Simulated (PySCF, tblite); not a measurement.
**C6H8S+ (doublet): geometry, infrared bands and EPR parameters**

Wanted: the infrared bands and EPR parameters of C6H8S+ (doublet) (`C=C([CH][CH2+])C(C)=S`), by calculation.

The runs use tblite 0.8.0 and PySCF 2.14.0, with density-fitted response routines of our own; the level of theory stands in each step. All values are computed, except where a source is named. Atoms are numbered from 0 throughout.

**1. The molecule as given**

15 atoms, charge 1, multiplicity 2; geometry from: force field or distance geometry start.

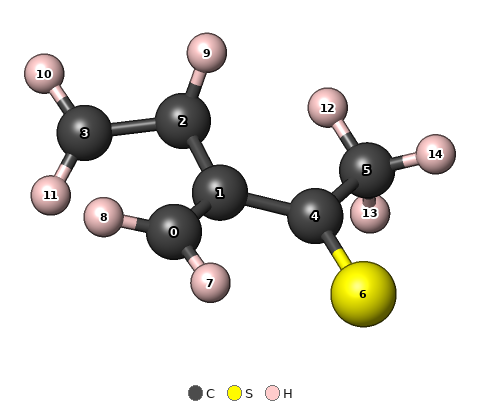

The starting geometry (carbon dark grey, sulfur yellow, hydrogen pink), atoms numbered; sticks join atoms by distance.

**2. Geometry optimisation with GFN2-xTB**

Job settings and geometry (Å):

```
{"job": {"kind": "relax", "xc": "GFN2-xTB", "basis": "xTB"}, "charge": 1, "multiplicity": 2}
C      0.837100     1.556100    -0.260100
C      0.165000     0.464400    -0.032900
C      0.792300    -0.887800     0.143500
C      2.095800    -0.832800    -0.529500
C     -1.297300     0.516300     0.104400
C     -2.052300    -0.745600     0.365200
S     -2.096800     1.956200    -0.068200
H      0.241800     2.484300    -0.351500
H      1.918300     1.587700    -0.359300
H      0.813300    -1.210000     1.200200
H      2.856400    -1.537300    -0.182900
H      2.341400    -0.154300    -1.328200
H     -1.291600    -1.484000     0.753400
H     -2.473800    -1.148700    -0.576300
H     -2.853700    -0.556500     1.100400
```

The run is started by

```sh
> OMP_NUM_THREADS=1 python probes_run.py task.json out
```

This one command runs all jobs of the session in turn.

Output:

```text
step      E/eV     max force
  0    -532.46104    6.109
  1    -533.04127    2.660
  2    -533.29025    1.969
  3    -533.47199    1.201
  4    -533.52270    0.917
  5    -533.56983    0.632
  6    -533.61381    0.561
  7    -533.63679    0.429
  8    -533.65699    0.322
  9    -533.66933    0.361
 10    -533.68067    0.360
 11    -533.69078    0.265
 12    -533.69875    0.219
 13    -533.70402    0.206
 14    -533.70847    0.205
 15    -533.71253    0.197
 16    -533.71579    0.168
 17    -533.71875    0.147
 18    -533.72212    0.147
 19    -533.72587    0.161
 20    -533.72880    0.147
 21    -533.73062    0.146
 22    -533.73227    0.123
 23    -533.73438    0.116
 24    -533.73649    0.113
 25    -533.73794    0.091
 26    -533.73870    0.064
 27    -533.73917    0.051
 28    -533.73960    0.053
 29    -533.73999    0.045
 30    -533.74031    0.045
 31    -533.74062    0.045
 32    -533.74093    0.045
 33    -533.74122    0.049
 34    -533.74148    0.044
 35    -533.74175    0.059
 36    -533.74213    0.069
 37    -533.74260    0.057
 38    -533.74307    0.052
 39    -533.74348    0.053
 40    -533.74390    0.062
 41    -533.74441    0.072
 42    -533.74497    0.059
 43    -533.74558    0.068
 44    -533.74628    0.070
 45    -533.74722    0.083
 46    -533.74849    0.108
 47    -533.75001    0.116
 48    -533.75175    0.135
 49    -533.75388    0.130
 50    -533.75614    0.171
 51    -533.75206    0.407
 52    -533.75981    0.115
 53    -533.76133    0.091
 54    -533.76505    0.229
 55    -533.76657    0.110
 56    -533.76832    0.106
 57    -533.77246    0.181
 58    -533.77427    0.128
 59    -533.77631    0.142
 60    -533.77927    0.108
 61    -533.78158    0.096
 62    -533.78271    0.090
 63    -533.78285    0.101
 64    -533.78385    0.077
 65    -533.78432    0.069
 66    -533.78527    0.062
 67    -533.78568    0.050
 68    -533.78607    0.060
 69    -533.78635    0.043
 70    -533.78672    0.048
 71    -533.78753    0.087
 72    -533.78853    0.103
 73    -533.78950    0.113
 74    -533.78781    0.284
 75    -533.79095    0.071
 76    -533.79153    0.064
 77    -533.79345    0.106
 78    -533.79405    0.071
 79    -533.79501    0.039
 80    -533.79543    0.061
 81    -533.79624    0.061
 82    -533.79693    0.067
 83    -533.79658    0.127
 84    -533.79775    0.077
 85    -533.79804    0.064
 86    -533.79881    0.052
 87    -533.79904    0.055
 88    -533.79952    0.087
 89    -533.79981    0.095
 90    -533.80036    0.108
 91    -533.80127    0.114
 92    -533.80295    0.104
 93    -533.80459    0.109
 94    -533.80566    0.080
 95    -533.80669    0.093
 96    -533.80754    0.068
 97    -533.80799    0.063
 98    -533.80867    0.044
 99    -533.80904    0.041
100    -533.80928    0.040
101    -533.80947    0.038
102    -533.80967    0.029
103    -533.80979    0.027
104    -533.80987    0.016
105    -533.80992    0.016
106    -533.80995    0.017
107    -533.80997    0.016
108    -533.81001    0.016
109    -533.81008    0.015
110    -533.81018    0.022
111    -533.81029    0.027
112    -533.81043    0.043
113    -533.81066    0.057
114    -533.81103    0.066
115    -533.81153    0.059
116    -533.81199    0.052
117    -533.81234    0.035
118    -533.81257    0.047
119    -533.81282    0.056
120    -533.81324    0.061
121    -533.81377    0.063
122    -533.81461    0.080
123    -533.81416    0.309
124    -533.81706    0.092
125    -533.81930    0.104
126    -533.81769    0.492
127    -533.82291    0.094
128    -533.82441    0.115
129    -533.82297    0.474
130    -533.82749    0.075
131    -533.82878    0.100
132    -533.82905    0.423
133    -533.83321    0.114
134    -533.83520    0.093
135    -533.84003    0.164
136    -533.84158    0.108
137    -533.84228    0.070
138    -533.84269    0.062
139    -533.84349    0.074
140    -533.84412    0.094
141    -533.84464    0.074
142    -533.84506    0.049
143    -533.84536    0.033
144    -533.84559    0.028
145    -533.84577    0.025
146    -533.84594    0.033
147    -533.84606    0.029
148    -533.84614    0.025
149    -533.84619    0.023
150    -533.84625    0.021
151    -533.84632    0.017
152    -533.84639    0.020
153    -533.84645    0.019
154    -533.84649    0.015
155    -533.84652    0.013
156    -533.84654    0.009
```

Run time: 0.82 s. Hardware: 1 thread of Arm Neoverse V2, shared host.

The steps of the relaxation: (not every step is listed)

```csv
step,energy from step 0 (eV),largest force (eV/Å)
0,0.0000,6.1089
1,-0.5802,2.6600
2,-0.8292,1.9693
3,-1.0109,1.2013
4,-1.0617,0.9172
5,-1.1088,0.6319
6,-1.1528,0.5610
7,-1.1757,0.4286
8,-1.1959,0.3219
22,-1.2712,0.1231
36,-1.2811,0.0688
50,-1.2951,0.1711
64,-1.3228,0.0766
78,-1.3330,0.0714
92,-1.3419,0.1042
106,-1.3489,0.0166
120,-1.3522,0.0607
134,-1.3742,0.0926
148,-1.3851,0.0246
151,-1.3853,0.0173
152,-1.3854,0.0200
153,-1.3854,0.0191
154,-1.3854,0.0154
155,-1.3855,0.0128
156,-1.3855,0.0094
```

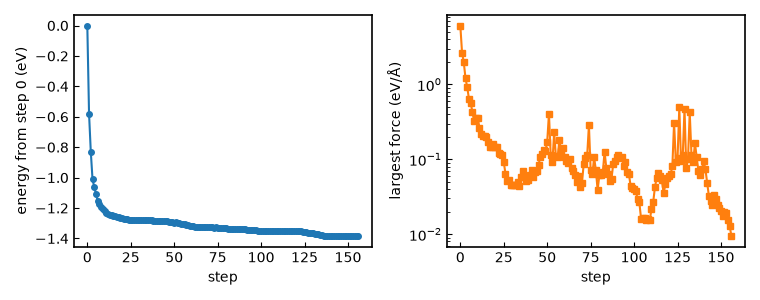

Energy and force, step by step.

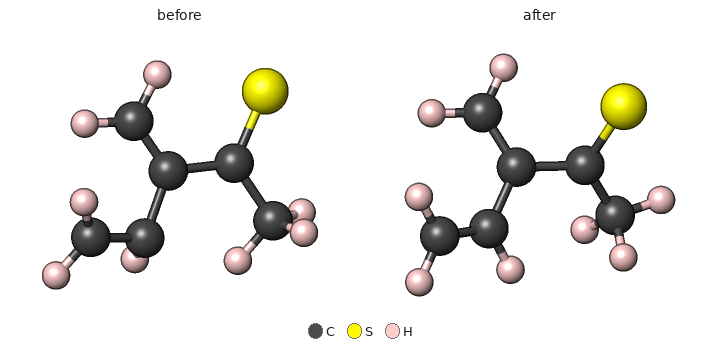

Before and after, at one scale.

Distances of close pairs at the start and the end, largest changes first:

```csv
bond,before (Å),after (Å),change (Å)
C2–C3,1.468,1.338,-0.130
C0–C1,1.302,1.349,+0.047
C1–C2,1.501,1.455,-0.046
C5–H12,1.129,1.090,-0.039
C0–H7,1.106,1.077,-0.029
C2–H9,1.105,1.081,-0.024
C4–S6,1.656,1.633,-0.023
C4–C5,1.493,1.472,-0.021
```

The final coordinates are the input of the step that follows.

**3. Vibrational analysis with GFN2-xTB**

Job settings and geometry (Å):

```
{"job": {"kind": "ir", "xc": "GFN2-xTB", "basis": "xTB"}, "charge": 1, "multiplicity": 2}
C      0.770595     1.709462    -0.008582
C      0.184542     0.495335    -0.064551
C      0.933599    -0.751790    -0.106675
C      2.134246    -0.870511    -0.686218
C     -1.285613     0.402077    -0.072841
C     -1.989543    -0.635798     0.698675
S     -2.037497     1.470781    -1.052732
H      0.199716     2.621244     0.044308
H      1.839477     1.804252     0.082906
H      0.466104    -1.616226     0.343043
H      2.676832    -1.800318    -0.649929
H      2.608005    -0.056316    -1.209980
H     -1.521021    -0.789098     1.671073
H     -1.943150    -1.588073     0.161381
H     -3.040705    -0.387031     0.828208
```

Output:

```text
mode    cm-1     km/mol
  1      53.1      0.74
  2      95.1      0.13
  3     149.0      3.58
  4     180.0      0.27
  5     241.2      0.41
  6     284.0      2.51
  7     308.4      0.05
  8     412.8      4.80
  9     468.7      1.76
 10     515.4      1.82
 11     619.5      1.84
 12     660.5     18.01
 13     729.2      4.08
 14     887.6     11.09
 15     893.0      6.77
 16     915.4     28.87
 17     930.6      5.54
 18     949.1     21.84
 19     958.6     25.92
 20    1033.1      2.01
 21    1094.1      1.14
 22    1193.6     29.25
 23    1234.7     63.43
 24    1279.8     12.09
 25    1349.3     73.36
 26    1353.3     18.49
 27    1379.2     57.14
 28    1403.8     16.31
 29    1434.5     16.37
 30    1551.7    110.93
 31    1586.3     98.98
 32    2958.0     14.57
 33    3017.0     10.46
 34    3049.7      5.86
 35    3080.2      0.79
 36    3104.4     17.27
 37    3108.5     10.94
 38    3137.7      3.50
 39    3142.8      0.83
```

Wall time 0.38 s (1 thread of Arm Neoverse V2, shared host).

The strongest bands and the atoms that carry them (share of the mass-weighted mode):

```csv
cm⁻¹,km/mol,atoms
915,28.9,"H8 34 %, H7 31 %, C0 21 %"
959,25.9,"H11 41 %, H9 24 %, H10 12 %, C3 11 %"
1194,29.2,"C4 47 %, C1 16 %"
1235,63.4,"C4 50 %, C1 18 %, C5 14 %"
1349,73.4,"H13 15 %, H12 15 %, H8 14 %, H7 14 %"
1379,57.1,"H10 26 %, H11 22 %, H7 19 %, H8 16 %"
1552,110.9,"C1 45 %, C0 36 %"
1586,99.0,"C2 42 %, C3 39 %"
```

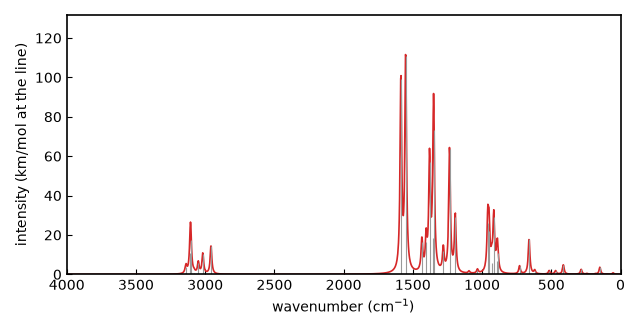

The infrared spectrum from these modes, unscaled. Lines are broadened to a width of 14 cm⁻¹ (Lorentzian).

**4. g tensor and hyperfine couplings: B3LYP/pcH-1**

The job, as its differences from that of step 3:

```diff
@@ -1,2 +1,2 @@
-{"job": {"kind": "ir", "xc": "GFN2-xTB", "basis": "xTB"}, "charge": 1, "multiplicity": 2}
+{"job": {"kind": "epr", "basis": "pcH-1"}, "charge": 1, "multiplicity": 2}
 C      0.770595     1.709462    -0.008582
```

Method: UKS B3LYP, pcH-1 on C H S, non-relativistic, mean-field spin-orbit, GIAO.

Output:

```text
UKS, coarse grid
  cycle   1  E = -631.27280526  |g| = 3.00e-01
  cycle   2  E = -631.16483906  |g| = 4.98e-01
  cycle   3  E = -631.29509789  |g| = 1.56e-01
  cycle   4  E = -631.30931689  |g| = 8.70e-02
  cycle   5  E = -631.31317820  |g| = 3.26e-02
  cycle   6  E = -631.31378650  |g| = 9.16e-03
  cycle   7  E = -631.31383943  |g| = 4.97e-03
  cycle   8  E = -631.31385519  |g| = 2.53e-03
  cycle   9  E = -631.31386412  |g| = 9.99e-04
UKS, final grid
  cycle   1  E = -631.31386058  |g| = 1.78e-03
  cycle   2  E = -631.31384988  |g| = 4.42e-03
  cycle   3  E = -631.31386252  |g| = 7.60e-04
  cycle   4  E = -631.31386289  |g| = 1.47e-04
  cycle   5  E = -631.31386296  |g| = 1.36e-04
  cycle   6  E = -631.31386300  |g| = 6.11e-05
  cycle   7  E = -631.31386300  |g| = 2.85e-05
E = -631.31386300 Eh   <S^2> = 0.7603 (exact 0.7500)
g shifts (ppm)      1          2          3
  rmc          -219       -219       -219
  gc             16         60         41
  oz_so          20       7686      20916
  total        -181       7527      20740
hyperfine (MHz)  atom isotope    a_iso     a_fc   dipolar eigenvalues
    0   13C      11.83      11.91    -15.43    -14.88     30.30
    1   13C      18.73      18.89    -12.04     -7.21     19.25
    2   13C      -4.40      -4.35     -3.34     -0.73      4.07
    3   13C      10.44      10.39    -12.67    -12.09     24.76
    4   13C     -19.54     -19.45    -11.48      3.89      7.59
    5   13C      11.47      11.50     -2.63     -1.64      4.27
    6   33S      18.54      17.37    -71.60    -63.44    135.04
    7    1H      -9.85      -9.83     -5.90     -1.55      7.45
    8    1H     -12.38     -12.39     -6.98     -2.17      9.15
    9    1H      -0.14      -0.12     -2.00      0.07      1.94
   10    1H      -9.91      -9.93     -6.25     -1.07      7.32
   11    1H      -9.78      -9.79     -3.82     -1.63      5.45
   12    1H       3.30       3.30     -1.32     -0.45      1.76
   13    1H     -12.17     -12.18     -1.46     -1.12      2.58
   14    1H      -1.82      -1.82     -3.34     -1.39      4.73
```

It took 73 s on 1 thread of Arm Neoverse V2, shared host; peak memory 1.1 GiB.

Principal g values 2.00214, 2.00985, 2.02306; g(iso) = 2.01168, against 2.00232 for a free electron.

Mean a(iso) over the nuclei that a row names, and the largest dipolar term of the row (other rows stand at the frozen geometry):

```csv
nuclei,isotope,a(iso) (MHz),"a(iso) (G, at g = 2.0023)",largest dipolar term (MHz)
C4,13C,-19.5,-7.0,-11.5
C1,13C,18.7,6.7,19.3
S6,33S,18.5,6.6,135.0
H8,1H,-12.4,-4.4,9.2
C0,13C,11.8,4.2,30.3
C5,13C,11.5,4.1,4.3
C3,13C,10.4,3.7,24.8
H7,1H,-9.8,-3.5,7.5
"H10, H11",1H,-9.8,-3.5,7.3
C2,13C,-4.4,-1.6,4.1
"H12, H13, H14",1H,-3.6,-1.3,4.7
H9,1H,-0.1,-0.1,-2.0
```

Mulliken spin populations:

C0 0.18; C1 0.05; C2 0.00; C3 0.16; C4 -0.07; C5 0.01; S6 0.71; H7 -0.01; H8 -0.01; H9 0.00; H10 -0.01; H11 -0.01; H12 0.00; H13 -0.01; H14 0.00

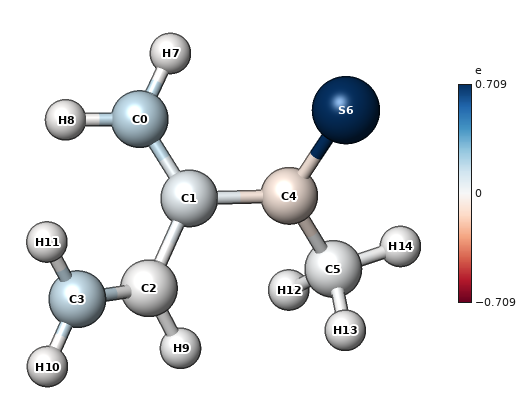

Mulliken spin populations, as colours on the atoms.

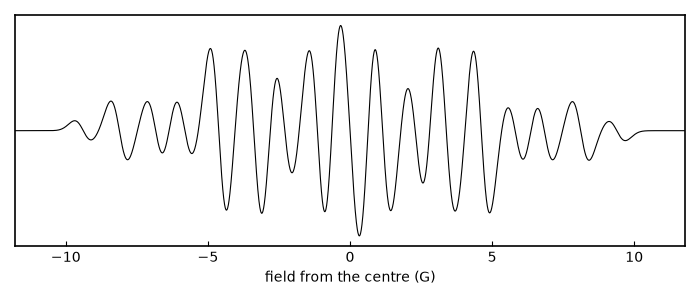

First-order isotropic spectrum (first derivative, main isotopes with spin only, couplings over 0.8 MHz, Gaussian width 0.3 G; couplings of the frozen geometry, rotation of groups not averaged beyond the rows shown).

Orbitals, density, ELF and potential are computed afterwards from the orbital file.

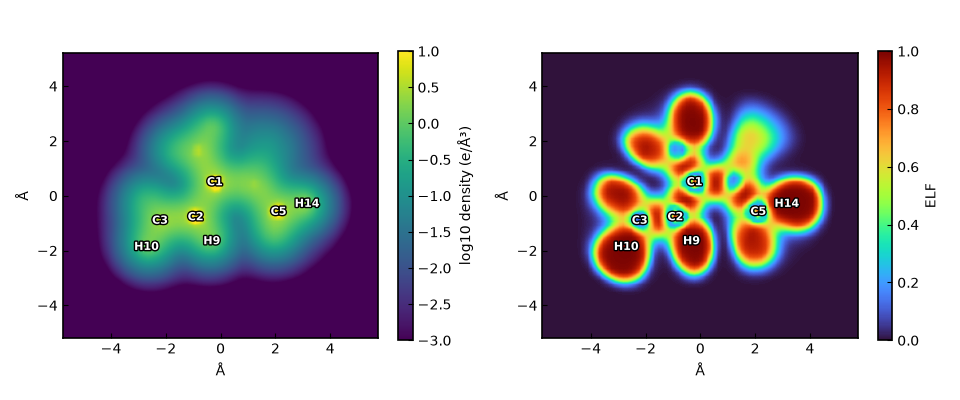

Density (left) and ELF (right) in a plane through or near 7 of the atoms.

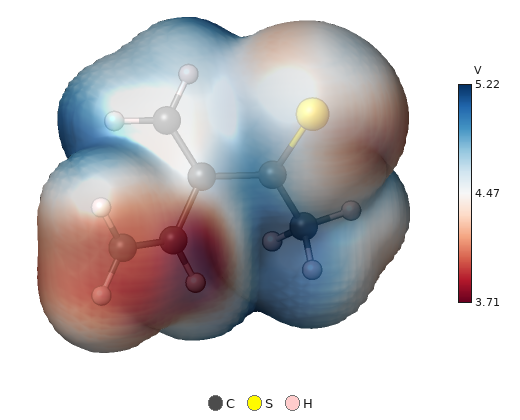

Electrostatic potential on the surface of density 0.002 e/bohr³; red is low, blue high. It runs from 3.71 V near C3 to 5.22 V near H13.

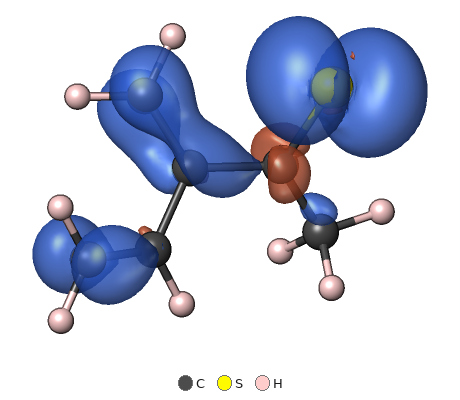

Spin density at ±0.02 e/Å³ (alpha excess blue, beta excess red).

**5. Outcome**

| quantity | value |
| --- | --- |
| strongest single infrared mode (GFN2-xTB) | 1552 cm⁻¹, 111 km/mol |
| zero-point energy (GFN2-xTB) | 72.5 kcal/mol |
| g(iso) (B3LYP) | 2.01168 |
| ⟨S²⟩ | 0.760 (exact 0.75) |
| largest a(iso) (averaged by class) | 13C on C4, -19.5 MHz |

In words: The optimisation took 156 steps and gained 1.385 eV; among the close pairs (by a distance rule), C2–C3 changed most, from 1.468 to 1.338 Å. All 39 modes are real, so the xTB geometry is a minimum. The strongest single mode, at 1552 cm⁻¹, moves mainly C1 and C0. GFN2-xTB is a fitted tight-binding method: band positions and strengths are rough. Its intensities can rank the bands wrongly. Most of the unpaired spin sits on S6 (0.71 e). The isotropic g lies 9.4 ppt above the free-electron value. The conformer search (at its own cheap level) found a structure 24.7 kcal/mol lower, too far down for a turn about a bond: it may have other bonds, so these spectra needn't be the molecule's.
